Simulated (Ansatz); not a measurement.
# C3H8OSi: shape, modes and thermochemistry

What shape does C3H8OSi take? The plan is to relax it, check the end point by its vibrations and derive ideal-gas thermochemistry.

The runs use Ansatz 0.2.0, Gaussian basis; RKS PBE0-D4/def2-TZVP.

Levels to be run: relaxation at PBE-D4/def2-SVP; relaxation at PBE0-D4/def2-TZVP; harmonic vibrations at the same level.

1 further run of the same task is left out (set aside as unsound or not needed).

**1. Where the work starts**

SMILES `CC(C)[Si]O`, 13 atoms, charge 0, spin multiplicity 1.

Atoms are counted from 1 here; the program's logs count them from 0.

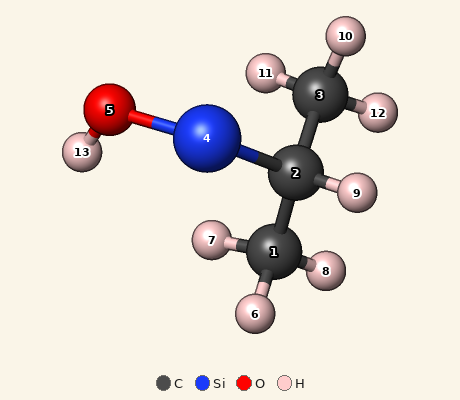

Start geometry, drawn with carbon dark grey, silicon blue, oxygen red, hydrogen pink; atoms are numbered from 1 in the order of the file.

The start is a force-field geometry with small random shifts, so a cheaper pass at PBE-D4/def2-SVP comes first.

**2. Geometry optimisation, PBE-D4/def2-SVP (cheap first pass)**

The input, in.yaml:

```yaml
crystal:
  periodic: [false, false, false]
  atoms:
    - {symbol: C, position_ang: [-1.113100, -0.014800, 0.745600]}
    - {symbol: C, position_ang: [0.359000, 0.067800, 0.562500]}
    - {symbol: C, position_ang: [0.797200, -1.172900, -0.215400]}
    - {symbol: Si, position_ang: [1.057900, 1.703900, -0.207900]}
    - {symbol: O, position_ang: [0.425000, 1.902700, -1.771200]}
    - {symbol: H, position_ang: [-1.518400, 0.891200, 1.332100]}
    - {symbol: H, position_ang: [-1.649900, 0.067200, -0.229300]}
    - {symbol: H, position_ang: [-1.430800, -0.872000, 1.237600]}
    - {symbol: H, position_ang: [0.810000, 0.042200, 1.608400]}
    - {symbol: H, position_ang: [1.924800, -1.205400, -0.257700]}
    - {symbol: H, position_ang: [0.409400, -1.200800, -1.196600]}
    - {symbol: H, position_ang: [0.529300, -2.079300, 0.329900]}
    - {symbol: H, position_ang: [-0.580100, 1.835500, -1.923100]}
basis:
  gaussian: {orbitals: def2-SVP}
hamiltonian: {xc: pbe, dispersion: d4}
relax: {f_tol: 0.03, max_steps: 200}
```

On the command line:

```bash
$ ansatz run in.yaml --threads 4 --pin off --events-out ev --progress --plain --max-ram 10444MiB
```

Output, cut to the lines that bear on the results:

```text
Functional definition: PBE
  name "PBE"
  cite "Perdew, Burke & Ernzerhof, Phys. Rev. Lett. 77, 3865 (1996) doi:10.1103/PhysRevLett.77.3865"
  parent pbe
[...]
1277 factors; their error is unknown
[...]
mean field -13148.23887213 eV, -483.1888663544 hartree, gradient 3.9e-5 eV, S^2 0.000000; 0 other end points of the search recorded, 0 dependent functions left out
[...]
reference -13148.23890751 eV, -483.1888676544 hartree; 24, 24 occupied and 90, 90 virtual orbitals, 1277 factors
relax step   1: F+E_penalty+E_count = -13148.52254416 eV  Δ(F+E_penalty+E_count) = +0.000e0 eV  max|allowed force component| = 3.998e0 eV/Å  Δτ_max = 0.0000 Å  (30 SCF iters, accepted)
[...]
relax step   8: F+E_penalty+E_count = -13149.16667281 eV  Δ(F+E_penalty+E_count) = -5.763e-3 eV  max|allowed force component| = 1.787e-1 eV/Å  Δτ_max = 0.0555 Å  (32 SCF iters, accepted)
[...]
relax step  15: F+E_penalty+E_count = -13149.17023607 eV  Δ(F+E_penalty+E_count) = +1.756e-3 eV  max|allowed force component| = 4.071e-1 eV/Å  Δτ_max = 0.1904 Å  (30 SCF iters, rejected (line search))
[...]
relax step  22: F+E_penalty+E_count = -13149.18243357 eV  Δ(F+E_penalty+E_count) = -1.177e-3 eV  max|allowed force component| = 1.364e-1 eV/Å  Δτ_max = 0.0926 Å  (31 SCF iters, accepted)
[...]
mean field -13148.90075014 eV, -483.2131899228 hartree, gradient 1.5e-5 eV, S^2 0.000000; 1 other end points of the search recorded, 0 dependent functions left out
[...]
reference -13148.90078474 eV, -483.2131911941 hartree; 24, 24 occupied and 90, 90 virtual orbitals, 1277 factors
Total energy: -13149.18543282 eV, -483.2236518183 hartree
Atom 0 at    -1.116851     0.073467     0.419750 Å, force    -0.007309     0.005636    -0.005100 eV/Å
Atom 1 at     0.411204     0.025369     0.356816 Å, force     0.000199    -0.014119    -0.000489 eV/Å
Atom 2 at     0.942787    -1.347036    -0.093883 Å, force     0.001267     0.002602     0.004784 eV/Å
Atom 3 at     1.280709     1.430385    -0.697632 Å, force    -0.022426     0.012017    -0.004073 eV/Å
Atom 4 at    -0.039763     2.383702    -1.157650 Å, force    -0.012883    -0.024171     0.016379 eV/Å
Atom 5 at    -1.493902     1.046524     0.806310 Å, force     0.000005    -0.005889    -0.003624 eV/Å
Atom 6 at    -1.572410    -0.094970    -0.581657 Å, force     0.002295     0.002634     0.009106 eV/Å
Atom 7 at    -1.535763    -0.709350     1.089539 Å, force     0.006866     0.005972    -0.005712 eV/Å
Atom 8 at     0.818920     0.223430     1.381006 Å, force     0.002417     0.000748    -0.000990 eV/Å
Atom 9 at     2.052445    -1.368024    -0.144717 Å, force     0.000083    -0.001506    -0.000311 eV/Å
Atom 10 at     0.565559    -1.616368    -1.104318 Å, force     0.000653     0.001294     0.001386 eV/Å
Atom 11 at     0.628041    -2.159806     0.596188 Å, force     0.000443     0.000301    -0.001034 eV/Å
Atom 12 at    -0.920675     2.077977    -0.854852 Å, force     0.028389     0.014484    -0.010321 eV/Å
Dipole moment:    -0.340308    -0.280193     0.234524 e Å
```

Run time: 31 s. Hardware: 4 threads of Arm Neoverse V2, shared host.

The steps of the relaxation: (the energy doesn't fall at every step)

| step | energy from step 1 (eV) | largest force component (eV/Å) |
| --- | --- | --- |
| 1 | 0.0000 | 3.9983 |
| 2 | -0.4284 | 1.9093 |
| 3 | -0.5570 | 1.2376 |
| 4 | -0.5896 | 1.1647 |
| 5 | -0.5893 | 0.4436 |
| 6 | -0.6340 | 0.2954 |
| 7 | -0.6384 | 0.2245 |
| 8 | -0.6441 | 0.1787 |
| 9 | -0.6455 | 0.0637 |
| 10 | -0.6459 | 0.0294 |
| 11 | -0.6462 | 0.1246 |
| 12 | -0.6472 | 0.0858 |
| 13 | -0.6474 | 0.0367 |
| 14 | -0.6494 | 0.0978 |
| 15 | -0.6477 | 0.4071 |
| 16 | -0.6513 | 0.0760 |
| 17 | -0.6529 | 0.1535 |
| 18 | -0.6534 | 0.2456 |
| 19 | -0.6550 | 0.1755 |
| 20 | -0.6563 | 0.1178 |
| 21 | -0.6587 | 0.0413 |
| 22 | -0.6599 | 0.1364 |
| 23 | -0.6605 | 0.1506 |
| 24 | -0.6610 | 0.2589 |
| 25 | -0.6620 | 0.0808 |
| 26 | -0.6622 | 0.0710 |
| 27 | -0.6624 | 0.0535 |
| 28 | -0.6625 | 0.1082 |
| 29 | -0.6629 | 0.0284 |

The force was under the threshold of 0.03 eV/Å already at step 10, but the program went on to step 29.

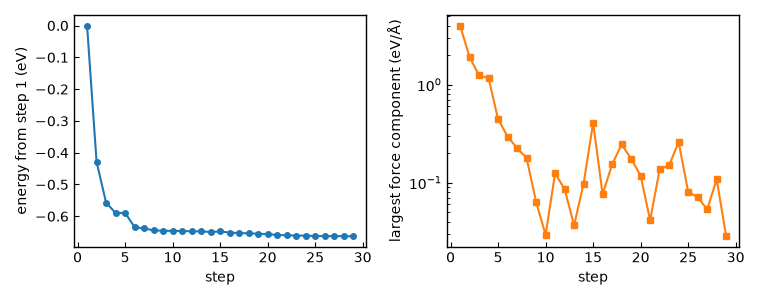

Energy and force, step by step.

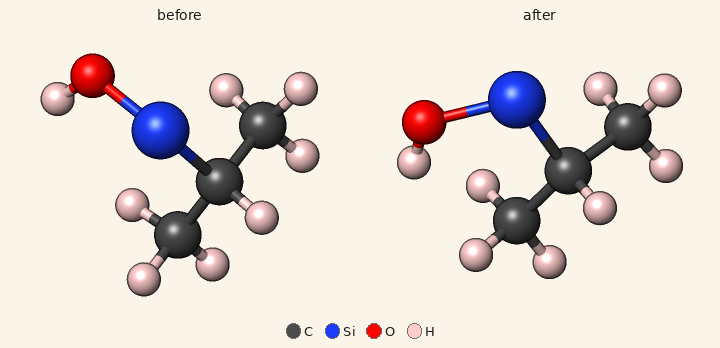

The geometry before (left) and after (right).

Close pairs (by a distance rule), those that changed most:

| bond | before (Å) | after (Å) | change (Å) |
| --- | --- | --- | --- |
| C1–H8 | 1.038 | 1.112 | +0.074 |
| C3–H11 | 1.055 | 1.112 | +0.056 |
| C1–C2 | 1.486 | 1.530 | +0.044 |
| C1–H6 | 1.153 | 1.113 | -0.040 |
| O5–H13 | 1.019 | 0.980 | -0.038 |
| C2–Si4 | 1.939 | 1.960 | +0.021 |
| C3–H12 | 1.091 | 1.112 | +0.021 |
| C2–H9 | 1.139 | 1.120 | -0.019 |

**3. Optimising with PBE0-D4/def2-TZVP**

The input, in.yaml:

```yaml
crystal:
  periodic: [false, false, false]
  atoms:
    - {symbol: C, position_ang: [-1.116851, 0.073467, 0.419750]}
    - {symbol: C, position_ang: [0.411204, 0.025369, 0.356816]}
    - {symbol: C, position_ang: [0.942787, -1.347036, -0.093883]}
    - {symbol: Si, position_ang: [1.280709, 1.430385, -0.697632]}
    - {symbol: O, position_ang: [-0.039763, 2.383702, -1.157650]}
    - {symbol: H, position_ang: [-1.493902, 1.046524, 0.806310]}
    - {symbol: H, position_ang: [-1.572410, -0.094970, -0.581657]}
    - {symbol: H, position_ang: [-1.535763, -0.709350, 1.089539]}
    - {symbol: H, position_ang: [0.818920, 0.223430, 1.381006]}
    - {symbol: H, position_ang: [2.052445, -1.368024, -0.144717]}
    - {symbol: H, position_ang: [0.565559, -1.616368, -1.104318]}
    - {symbol: H, position_ang: [0.628041, -2.159806, 0.596188]}
    - {symbol: H, position_ang: [-0.920675, 2.077977, -0.854852]}
basis:
  gaussian: {orbitals: def2-TZVP}
hamiltonian: {xc: pbe0, dispersion: d4}
relax: {f_tol: 0.005, max_steps: 150}
```

The command is unchanged.

Output, cut to the lines that bear on the results:

```text
Functional definition: PBE0
  name "PBE0"
  cite "Adamo & Barone, J. Chem. Phys. 110, 6158 (1999) doi:10.1063/1.478522"
  cite "Perdew, Burke & Ernzerhof, Phys. Rev. Lett. 77, 3865 (1996) doi:10.1103/PhysRevLett.77.3865"
  parent pbe
[...]
1311 factors; their error is unknown
[...]
mean field -13159.01465613 eV, -483.5848691122 hartree, gradient 1.9e-5 eV, S^2 0.000000; 0 other end points of the search recorded, 0 dependent functions left out
[...]
reference -13159.01468840 eV, -483.5848702980 hartree; 24, 24 occupied and 185, 185 virtual orbitals, 1311 factors
relax step   1: F+E_penalty+E_count = -13159.25463541 eV  Δ(F+E_penalty+E_count) = +0.000e0 eV  max|allowed force component| = 1.023e0 eV/Å  Δτ_max = 0.0000 Å  (31 SCF iters, accepted)
[...]
Atom 3 at     1.270199     1.421480    -0.638373 Å, force    -0.002634    -0.000334     0.000036 eV/Å
Atom 4 at    -0.000961     2.313312    -1.206789 Å, force     0.002059    -0.001051     0.000853 eV/Å
Atom 5 at    -1.494212     1.007994     0.866757 Å, force     0.000013    -0.000082    -0.000181 eV/Å
Atom 6 at    -1.560387    -0.069351    -0.539651 Å, force     0.000154    -0.000041     0.000049 eV/Å
Atom 7 at    -1.508870    -0.735248     1.082867 Å, force    -0.000091    -0.000216     0.000224 eV/Å
Atom 8 at     0.805757     0.194298     1.401566 Å, force    -0.000132    -0.000260    -0.000443 eV/Å
Atom 9 at     2.021133    -1.334858    -0.158393 Å, force     0.000176     0.000140     0.000002 eV/Å
Atom 10 at     0.551479    -1.542190    -1.108625 Å, force     0.000174     0.000392     0.000802 eV/Å
Atom 11 at     0.612727    -2.127991     0.551985 Å, force     0.000295     0.000615    -0.000453 eV/Å
Atom 12 at    -0.894668     2.043415    -0.968713 Å, force     0.000035    -0.000179     0.000001 eV/Å
Dipole moment:    -0.350759    -0.302781     0.245383 e Å
```

Run time: 39 s. Hardware: 4 threads of Arm Neoverse V2, shared host; peak memory 0.56 GiB.

Along the way:

| step | energy from step 1 (eV) | largest force component (eV/Å) |
| --- | --- | --- |
| 1 | 0.0000 | 1.0233 |
| 2 | -0.0598 | 0.5153 |
| 3 | -0.0699 | 0.1148 |
| 4 | -0.0727 | 0.1183 |
| 5 | -0.0728 | 0.1245 |
| 6 | -0.0737 | 0.0897 |
| 7 | -0.0742 | 0.0361 |
| 8 | -0.0738 | 0.1066 |
| 9 | -0.0743 | 0.0035 |
| 10 | -0.0743 | 0.0055 |
| 11 | -0.0744 | 0.0086 |
| 12 | -0.0743 | 0.0156 |
| 13 | -0.0744 | 0.0031 |
| 14 | -0.0744 | 0.0026 |

The force was under the threshold of 0.005 eV/Å already at step 9, but the program went on to step 14.

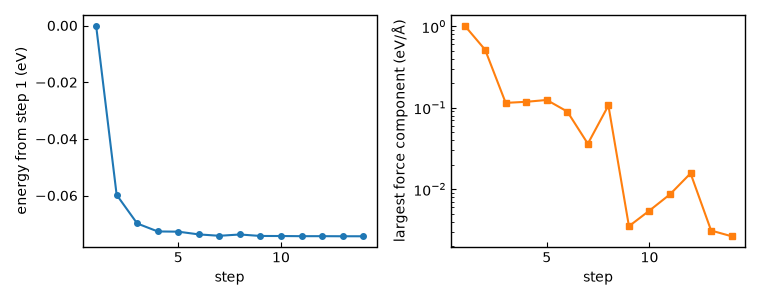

Energy and force, step by step.

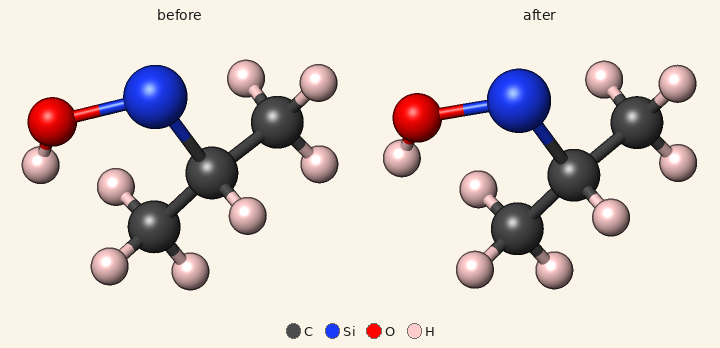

The geometry before (left) and after (right).

Close pairs (by a distance rule), those that changed most:

| bond | before (Å) | after (Å) | change (Å) |
| --- | --- | --- | --- |
| Si4–O5 | 1.692 | 1.654 | -0.039 |
| C2–Si4 | 1.960 | 1.927 | -0.033 |
| C1–H6 | 1.113 | 1.095 | -0.018 |
| C2–H9 | 1.120 | 1.103 | -0.017 |
| C1–H8 | 1.112 | 1.095 | -0.017 |
| C3–H12 | 1.112 | 1.095 | -0.017 |
| O5–H13 | 0.980 | 0.963 | -0.017 |
| C1–H7 | 1.113 | 1.096 | -0.017 |

Mulliken charges at the end point, from the run's report:

C1 -0.48; C2 -0.11; C3 -0.39; Si4 0.28; O5 -0.48; H6 0.14; H7 0.13; H8 0.13; H9 0.09; H10 0.14; H11 0.12; H12 0.12; H13 0.31

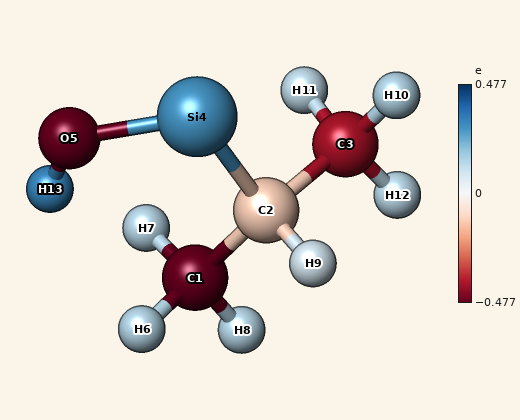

Mulliken charges at the end point, from the run's report, as colours on the atoms.

**4. Force constants and modes**

The input, in.yaml:

```yaml
crystal:
  periodic: [false, false, false]
  atoms:
    - {symbol: C, position_ang: [-1.114145, 0.068231, 0.452235]}
    - {symbol: C, position_ang: [0.404067, 0.038687, 0.386451]}
    - {symbol: C, position_ang: [0.928182, -1.312478, -0.106418]}
    - {symbol: Si, position_ang: [1.270199, 1.421480, -0.638373]}
    - {symbol: O, position_ang: [-0.000961, 2.313312, -1.206789]}
    - {symbol: H, position_ang: [-1.494212, 1.007994, 0.866757]}
    - {symbol: H, position_ang: [-1.560387, -0.069351, -0.539651]}
    - {symbol: H, position_ang: [-1.508870, -0.735248, 1.082867]}
    - {symbol: H, position_ang: [0.805757, 0.194298, 1.401566]}
    - {symbol: H, position_ang: [2.021133, -1.334858, -0.158393]}
    - {symbol: H, position_ang: [0.551479, -1.542190, -1.108625]}
    - {symbol: H, position_ang: [0.612727, -2.127991, 0.551985]}
    - {symbol: H, position_ang: [-0.894668, 2.043415, -0.968713]}
basis:
  gaussian: {orbitals: def2-TZVP}
hamiltonian: {xc: pbe0, dispersion: d4}
phonons: {temperatures: {t_min: 298.15, t_max: 900, t_step: 200}}
```

Launched as before.

Output, cut to the lines that bear on the results:

```text
Functional definition: PBE0
  name "PBE0"
  cite "Adamo & Barone, J. Chem. Phys. 110, 6158 (1999) doi:10.1063/1.478522"
  cite "Perdew, Burke & Ernzerhof, Phys. Rev. Lett. 77, 3865 (1996) doi:10.1103/PhysRevLett.77.3865"
  parent pbe
[...]
1311 factors; their error is unknown
[...]
mean field -13159.08697672 eV, -483.5875268449 hartree, gradient 5.3e-5 eV, S^2 0.000000; 0 other end points of the search recorded, 0 dependent functions left out
[...]
reference -13159.08700844 eV, -483.5875280108 hartree; 24, 24 occupied and 185, 185 virtual orbitals, 1311 factors
[...]
1311 factors; their error is unknown
mean field -13159.08680727 eV, -483.5875206178 hartree, gradient 1.6e-6 eV, S^2 0.000000; 0 other end points of the search recorded, 0 dependent functions left out
[...]
reference -13159.08683900 eV, -483.5875217840 hartree; 24, 24 occupied and 185, 185 virtual orbitals, 1311 factors
[...]
Atom 6 at    -1.560387    -0.069351    -0.539651 Å, force     0.000084    -0.000103     0.000070 eV/Å
Atom 7 at    -1.508870    -0.735248     1.082867 Å, force    -0.000100    -0.000217     0.000246 eV/Å
Atom 8 at     0.805757     0.194298     1.401566 Å, force    -0.000104    -0.000257    -0.000423 eV/Å
Atom 9 at     2.021133    -1.334858    -0.158393 Å, force     0.000185     0.000137    -0.000002 eV/Å
Atom 10 at     0.551479    -1.542190    -1.108625 Å, force     0.000197     0.000385     0.000806 eV/Å
Atom 11 at     0.612727    -2.127991     0.551985 Å, force     0.000263     0.000632    -0.000469 eV/Å
Atom 12 at    -0.894668     2.043415    -0.968713 Å, force     0.000134    -0.000077     0.000034 eV/Å
Dipole moment:    -0.350757    -0.302779     0.245381 e Å
Vibrations: 33.45 196.19 205.86 229.63 260.33 338.32 389.35 543.44 574.53 829.59 881.32 888.76 916.12 951.44 977.51 1109.59 1185.20 1235.94 1313.02 1387.71 1408.42 1476.96 1491.12 1497.31 1503.37 2977.81 3018.66 3025.91 3081.95 3089.27 3092.58 3099.70 3818.77 cm⁻¹, zero-point energy 2.915435 eV
```

Wall time 2.5 min (4 threads of Arm Neoverse V2, shared host); peak memory 0.57 GiB.

Motions are named by where the mode's potential energy lies. Wavenumbers, unscaled:

| mode | cm⁻¹ | motion |
| --- | --- | --- |
| 1 | 33 | torsion |
| 2 | 196 | torsion |
| 3 | 206 | bend with torsion |
| 4 | 230 | torsion |
| 5 | 260 | torsion with bend |
| 6 | 338 | bend with torsion |
| 7 | 389 | bend with torsion |
| 8 | 543 | torsion with Si–C stretch |
| 9 | 575 | torsion with Si–C stretch |
| 10 | 830 | bend with Si–O stretch |
| 11 | 881 | Si–O stretch with bend |
| 12 | 889 | C–C stretch |
| 13 | 916 | bend with torsion |
| 14 | 951 | bend with torsion |
| 15 | 978 | bend with torsion |
| 16 | 1110 | C–C stretch |
| 17 | 1185 | bend |
| 18 | 1236 | bend |
| 19 | 1313 | bend |
| 20 | 1388 | bend |
| 21 | 1408 | bend |
| 22 | 1477 | bend |
| 23 | 1491 | bend |
| 24 | 1497 | bend |
| 25 | 1503 | bend |
| 26 | 2978 | C–H stretch |
| 27 | 3019 | C–H stretch |
| 28 | 3026 | C–H stretch |
| 29 | 3082 | C–H stretch |
| 30 | 3089 | C–H stretch |
| 31 | 3093 | C–H stretch |
| 32 | 3100 | C–H stretch |
| 33 | 3819 | O–H stretch |

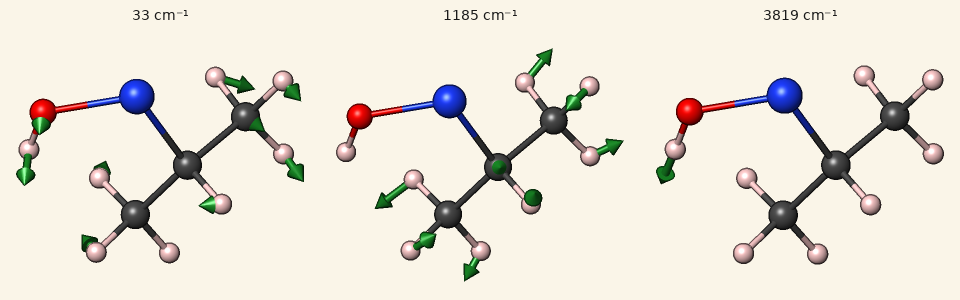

How the atoms move in 3 of the modes.

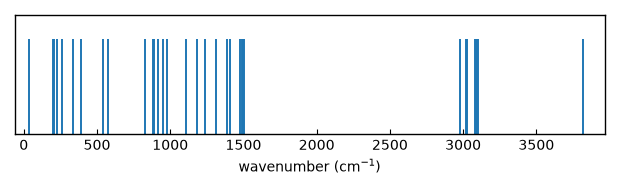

The harmonic wavenumbers as sticks (no intensities were computed).

Ideal gas, rigid rotor and harmonic oscillator at 298.15 K and 1 bar, with symmetry number 1:

| term | value |
| --- | --- |
| zero-point energy | 281.3 kJ/mol |
| H(298) − E | 302.9 kJ/mol |
| entropy, translation | 164.7 J/(mol K) |
| entropy, rotation | 111.1 J/(mol K) |
| entropy, vibration | 74.3 J/(mol K) |
| entropy, total | 350.1 J/(mol K) |

**5. What came out**

| quantity | value |
| --- | --- |
| point group | C1 |
| steps | 29 + 14 |
| shift from the start (rms) | 0.470 Å |
| total energy | -13159.3291 eV |
| dispersion term | -242 meV |
| dipole moment | 2.52 D |
| lowest, highest wavenumber | 33, 3819 cm⁻¹ |
| zero-point energy | 281.3 kJ/mol |
| entropy at 298.15 K | 350.1 J/(mol K) |

In words: The atoms moved 0.47 Å (rms) from the start; the bond that changed most is C1–H6, from 1.153 to 1.095 Å. No mode is imaginary: a true minimum at this level. The stiffest mode, 3819 cm⁻¹, is an O–H stretch, and 2 modes under 200 cm⁻¹ make the vibrational entropy uncertain. Harmonic hybrid wavenumbers usually lie a few per cent above measured fundamentals. The largest Mulliken charge, -0.48 e, sits on O5.
